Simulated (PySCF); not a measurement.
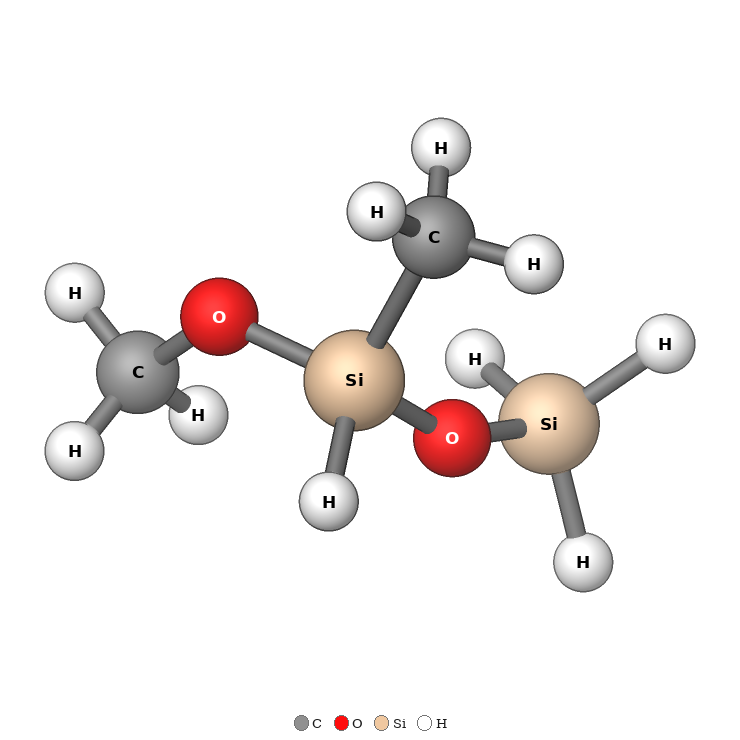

The geometry was computed by an optimisation with GFN2-xTB. No frequency run is at hand to confirm it as a minimum. Properties computed with CAM-B3LYP/def2-SVPD, gas phase (PySCF 2.14.0). Excitations: vertical, linear response.

Predict the main results.

The species is C₂H₁₀O₂Si₂ (`CO[Si@H](C)O[SiH3]`).
- dipole moment: 0.53 D
- HOMO energy (Kohn–Sham orbital): −9.48 eV
- LUMO energy (Kohn–Sham orbital): 0.94 eV
- HOMO–LUMO gap: 10.42 eV
- mean static polarisability: 80.5 bohr³
- lowest vertical singlet excitation: 7.49 eV
- its oscillator strength: 0.004
- brightest of the 8 lowest singlets: 8.62 eV
- its oscillator strength: 0.11

The geometry is semi-empirical. Around Si such bond lengths and angles can be off by a tenth of an ångström or more and by several degrees, and values that hang on the shape move with them.
